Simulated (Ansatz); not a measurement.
# CH9BSi: geometry relaxation (part 2 of 2)

Continued. System: CH9BSi. Method: RKS PBE0-D4/6-31G* (Ansatz 0.2.0). The input holds or restrains some coordinates. Forces given for the steps count only the free coordinates. It belongs to a series of runs on one base structure; here: pulled along the bonds that form and break, towards end B.

Trajectory as extended XYZ, continued:
```
12
Properties=species:S:1:pos:R:3:forces:R:3 step=6 energy=-9724.85868
B    -0.0582   -0.4253   -0.3860   -0.0229   0.6101   1.0324
C     0.0041    0.1644    2.3112   -0.1133  -0.6414  -1.2771
H    -1.0679    0.0304    2.6094    0.3623   1.0948   1.0260
H     0.8095   -0.5276    2.7124    0.0584   1.0123   1.2227
H     0.3790    1.2094    2.3101   -0.3778  -1.1789  -0.1770
H     1.0019    0.0595   -0.6583    0.0205  -0.0499  -0.0858
H    -1.0574    0.1743   -0.6616   -0.0327   0.1087  -0.0123
Si   -0.2492   -2.2830    0.2723    0.0744  -0.5383   0.8452
H    -0.9179   -3.3117   -0.5785    0.0530  -0.0511  -0.1377
H     1.0451   -2.9025    0.7799   -0.3065   0.1325  -0.1584
H    -1.1195   -2.2740    1.5451    0.1337  -0.1874  -0.3301
H    -0.2669   -0.9088    2.5555    0.1508  -0.3115  -1.9480
12
Properties=species:S:1:pos:R:3:forces:R:3 step=7 energy=-9725.78346
B    -0.0704   -0.4383   -0.3914    0.0006   0.3208   0.6602
C    -0.0023    0.1569    2.2783   -0.4929  -1.1074   1.7833
H    -1.0490    0.1247    2.7567    1.2178   1.4421   0.7758
H     0.7911   -0.4457    2.8842   -0.3592   1.8300   1.0702
H     0.4006    1.2023    2.2851   -0.4174  -1.3943  -1.0583
H     0.9865    0.0388   -0.6729    0.1145   0.0017  -0.0248
H    -1.0530    0.1754   -0.6679   -0.1714   0.1800   0.0282
Si   -0.2636   -2.3062    0.2637    0.3581  -0.8793   0.1887
H    -0.8993   -3.3498   -0.6210    0.1226   0.2189  -0.0472
H     1.0459   -2.9293    0.7314   -0.3412   0.1999  -0.1163
H    -1.1171   -2.3151    1.4922   -0.2149  -0.2013   0.0733
H    -0.2670   -0.9086    2.4730    0.1834  -0.6112  -3.3331
12
Properties=species:S:1:pos:R:3:forces:R:3 step=8 energy=-9726.94226
B    -0.0784   -0.4635   -0.3972   -0.0007   0.4251   0.0301
C    -0.0227    0.1520    2.2973   -0.7484  -1.8666   5.0675
H    -1.0270    0.2233    2.9021    1.7546   1.0795  -0.3076
H     0.7727   -0.3396    3.0483   -0.9747   1.8938   0.0382
H     0.4157    1.1567    2.2165   -0.1801  -0.7605  -1.6246
H     0.9791    0.0223   -0.6728    0.0645   0.0030   0.0733
H    -1.0537    0.1721   -0.6603   -0.1231   0.1237   0.0920
Si   -0.2644   -2.3376    0.2198    0.3021  -0.9891   0.4933
H    -0.8996   -3.3713   -0.6655    0.1225   0.2083  -0.1537
H     1.0419   -2.9349    0.7113   -0.2699   0.1317  -0.1994
H    -1.1116   -2.3439    1.4478   -0.2609  -0.2086   0.0056
H    -0.2496   -0.9302    2.3641    0.3142  -0.0404  -3.5148
12
Properties=species:S:1:pos:R:3:forces:R:3 step=9 energy=-9728.36279
B    -0.0860   -0.4818   -0.3427   -0.0006   0.3610  -0.8572
C    -0.0315    0.1618    2.4011   -0.1389  -1.9955   5.3669
H    -1.0093    0.3316    3.0155    1.7636   0.5006  -0.8908
H     0.7668   -0.2302    3.2101   -1.3870   1.5709  -0.9025
H     0.4237    1.1092    2.0631   -0.4568  -1.0354  -1.2351
H     0.9690    0.0055   -0.6439    0.0152   0.0252   0.3088
H    -1.0546    0.1633   -0.6267   -0.0676   0.0786   0.2918
Si   -0.2619   -2.3938    0.1547    0.1778  -0.5520   1.1950
H    -0.9017   -3.3941   -0.7328    0.0331   0.0466  -0.3702
H     1.0382   -2.9485    0.6802   -0.1500  -0.0344  -0.2734
H    -1.1135   -2.3863    1.3956   -0.1493  -0.2654  -0.2076
H    -0.2368   -0.9317    2.2373    0.3605   1.2999  -2.4256
12
Properties=species:S:1:pos:R:3:forces:R:3 step=10 energy=-9729.34461
B    -0.0984   -0.5197   -0.2633    0.0320   0.5428  -1.2861
C    -0.0115    0.1742    2.5015    0.3450  -0.2128   2.5936
H    -0.9513    0.4629    3.0690    1.0225   0.1477  -0.8161
H     0.7533   -0.0850    3.3315   -0.8878   0.7690  -1.2354
H     0.4067    1.0394    1.8820   -0.7731  -1.6518   0.3463
H     0.9544   -0.0045   -0.5459   -0.0326  -0.0671   0.4027
H    -1.0556    0.1628   -0.5293   -0.0030  -0.0985   0.3938
Si   -0.2610   -2.4669    0.1099    0.0659  -0.2282   0.9992
H    -0.8897   -3.4169   -0.8434    0.0539   0.1240  -0.2870
H     1.0429   -3.0021    0.6077   -0.0183  -0.1740  -0.1876
H    -1.1327   -2.4730    1.3257   -0.1620  -0.3189  -0.0270
H    -0.2547   -0.8660    2.1660    0.3575   1.1679  -0.8962
12
Properties=species:S:1:pos:R:3:forces:R:3 step=11 energy=-9729.74756
B    -0.1015   -0.5639   -0.2027    0.0762   0.9900  -0.4495
C    -0.0091    0.2162    2.5136    0.2674   0.8951   0.9708
H    -0.9046    0.6218    3.0620    0.6995  -0.2462  -0.7342
H     0.7742    0.0373    3.3059   -0.5337   0.1824  -0.9394
H     0.3730    0.9819    1.7570   -0.5646  -1.1698   0.9261
H     0.9660   -0.0098   -0.3514   -0.2347  -0.2284   0.0453
H    -1.0699    0.1549   -0.3333    0.1904  -0.2986   0.0729
Si   -0.2580   -2.5171    0.1182   -0.0885  -0.6514   0.2857
H    -0.8498   -3.3668   -0.9732    0.1050   0.2746   0.0162
H     1.0510   -3.1208    0.5142   -0.0592  -0.0516  -0.0444
H    -1.1777   -2.6555    1.2919   -0.0031  -0.1661  -0.0300
H    -0.2911   -0.7730    2.1094    0.1452   0.4701  -0.1194
12
Properties=species:S:1:pos:R:3:forces:R:3 step=12 energy=-9729.85196
B    -0.1178   -0.6073   -0.1466    0.0742   0.7590  -0.3145
C     0.0092    0.2884    2.5183    0.1201   0.6675   0.4705
H    -0.8921    0.6469    3.0656    0.4465  -0.1638  -0.5207
H     0.7697    0.0230    3.2897   -0.3200   0.1243  -0.7005
H     0.3951    1.0987    1.8388   -0.3602  -0.8416   0.6819
H     0.9563   -0.0816   -0.3028   -0.2101  -0.0212   0.0174
H    -1.1058    0.0750   -0.2788    0.2031  -0.1086   0.0414
Si   -0.2637   -2.5606    0.1348   -0.0609  -0.5616   0.2222
H    -0.8201   -3.2899   -1.0498    0.0265   0.0985   0.0217
H     1.0451   -3.1806    0.4929   -0.0251  -0.0857  -0.0098
H    -1.2004   -2.7746    1.2809   -0.0150  -0.1662  -0.0293
H    -0.2729   -0.6321    1.9686    0.1209   0.2994   0.1197
12
Properties=species:S:1:pos:R:3:forces:R:3 step=13 energy=-9729.92159
B    -0.1160   -0.6222   -0.1055   -0.0654   0.5342   0.0015
C     0.0235    0.3375    2.5217    0.0001  -0.0098   0.0210
H    -0.8818    0.6674    3.0375    0.0229  -0.0047  -0.0365
H     0.7899    0.0477    3.2453   -0.0044   0.0270  -0.0414
H     0.3987    1.1354    1.8762   -0.0179  -0.0440   0.0514
H     0.9164   -0.0674   -0.3206    0.1493   0.0056  -0.0232
H    -1.1092    0.0274   -0.2352   -0.1136   0.0676  -0.0013
Si   -0.2677   -2.5685    0.1880    0.0125  -0.7644   0.0634
H    -0.7612   -3.1672   -1.0868   -0.0181  -0.0192  -0.1183
H     1.0079   -3.2641    0.5236    0.0373   0.0135   0.0218
H    -1.2627   -2.9577    1.2316   -0.0207   0.0838   0.0218
H    -0.2354   -0.5632    1.9356    0.0180   0.1105   0.0398
12
Properties=species:S:1:pos:R:3:forces:R:3 step=14 energy=-9729.92810
B    -0.1504   -0.6333   -0.0937    0.0278   0.7148  -0.1484
C     0.0442    0.3466    2.5217    0.0084   0.0208  -0.0300
H    -0.8766    0.6405    3.0282   -0.0205  -0.0086  -0.0116
H     0.7908    0.0125    3.2440    0.0266  -0.0100   0.0039
H     0.4339    1.1790    1.9360    0.0127   0.0341   0.0061
H     0.8811   -0.0778   -0.3470    0.0069  -0.0363   0.0373
H    -1.1507    0.0182   -0.2162    0.0026  -0.0299   0.0346
Si   -0.2714   -2.5805    0.1934   -0.0591  -0.7102   0.0830
H    -0.7001   -3.1827   -1.1071   -0.0054  -0.0087  -0.0469
H     1.0017   -3.2526    0.5859    0.0088   0.0199   0.0186
H    -1.3098   -2.9533    1.2006    0.0018  -0.0015   0.0021
H    -0.1903   -0.5115    1.8658   -0.0107   0.0157   0.0513
```

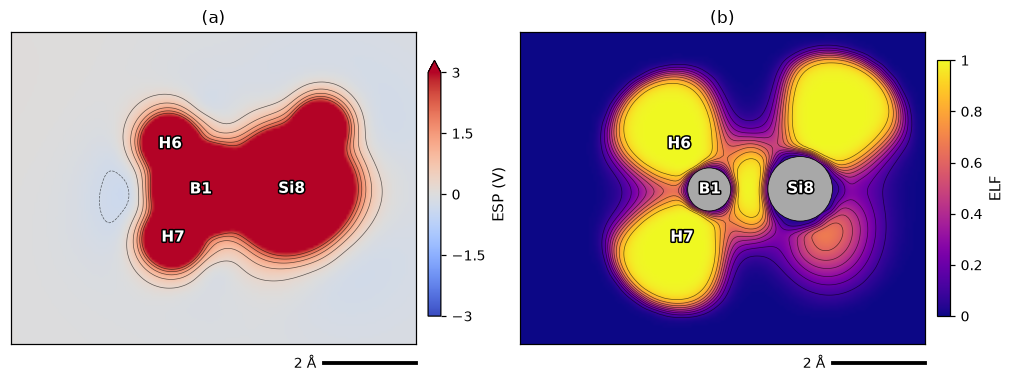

*(a) molecular electrostatic potential; (b) ELF on the plane of atoms H7, B1 and Si8. Grey discs, where drawn, cover atomic cores.*

The section cuts through B, H and Si sites. Si–B (1.97 Å): the ELF peaks at about 1 between the atoms (a covalent bond).

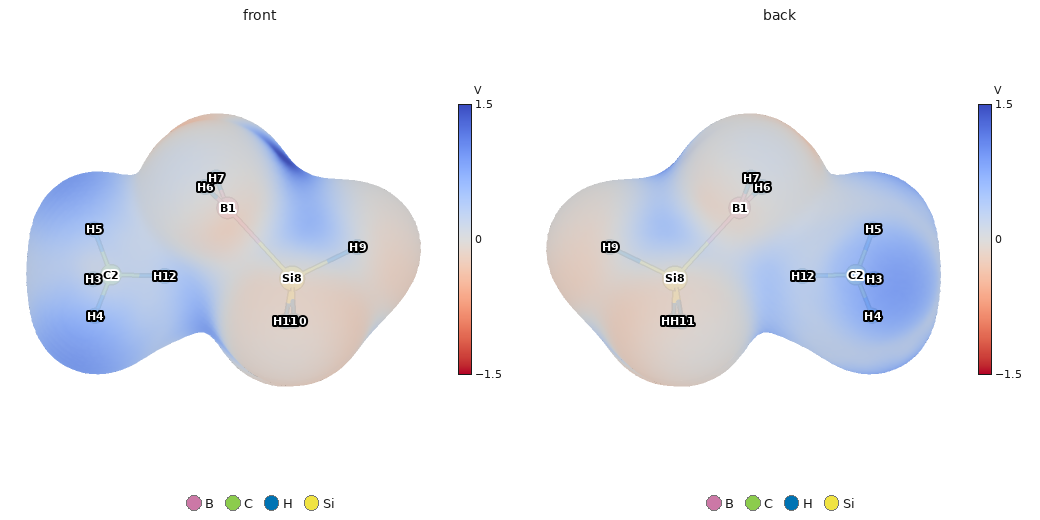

*The electrostatic potential painted on the density surface at 0.002 e/bohr³, seen face on and from behind; the colour scale runs from red (negative) to blue (positive).*

A positive charge is drawn to the negative regions and a negative charge to the positive ones.

This output came from the following input.

Input file:
```yaml
crystal:
  periodic: [false, false, false]
  atoms:
    - { symbol: B, position_ang: [0.0, 0.0, 0.0] }
    - { symbol: C, position_ang: [0.0, 0.0, 1.95] }
    - { symbol: H, position_ang: [-0.9996, -0.3092, 2.3205] }
    - { symbol: H, position_ang: [0.7676, -0.7111, 2.3205] }
    - { symbol: H, position_ang: [0.232, 1.0203, 2.3205] }
    - { symbol: H, position_ang: [1.0305, 0.0, -0.595] }
    - { symbol: H, position_ang: [-1.0305, 0.0, -0.595] }
    - { symbol: Si, position_ang: [-0.2882, -2.1157, 0.7095] }
    - { symbol: H, position_ang: [-0.8713, -2.9147, -0.3644] }
    - { symbol: H, position_ang: [1.0024, -2.6819, 1.0906] }
    - { symbol: H, position_ang: [-1.1828, -2.1252, 1.8632] }
    - { symbol: H, position_ang: [-0.1576, -1.1573, 1.7911] }
basis:
  gaussian: { orbitals: "6-31G*" }
hamiltonian:
  xc: pbe0
  dispersion: d4
relax:
  f_tol: 0.15
  max_steps: 25
  restrain:
    - { distance: [0, 7], at: 1.95, k: 30.0 }
    - { distance: [11, 1], at: 1.11, k: 30.0 }
    - { distance: [0, 1], at: 2.8, k: 30.0 }
    - { distance: [11, 7], at: 2.66, k: 30.0 }
output:
  orbitals: {}
```

Launch command:
```bash
ansatz run input.yaml --threads 1 --pin off --max-ram 2048MiB --backend cpu --events-out ev --progress --plain --runs-dir out
```

Results in brief:

```csv
quantity,value
outcome,converged under the restraints of the input
total energy,−9729.9281 eV
mean-field energy,−9729.7791 eV
"largest force (length of the vector) at the end, held atoms and coordinates included",0.731 eV/Å
hardware,"1 thread of AMD EPYC (Zen 3), 24 GiB of memory available, shared host"
wall time,34 s
peak memory,0.16 GiB
```
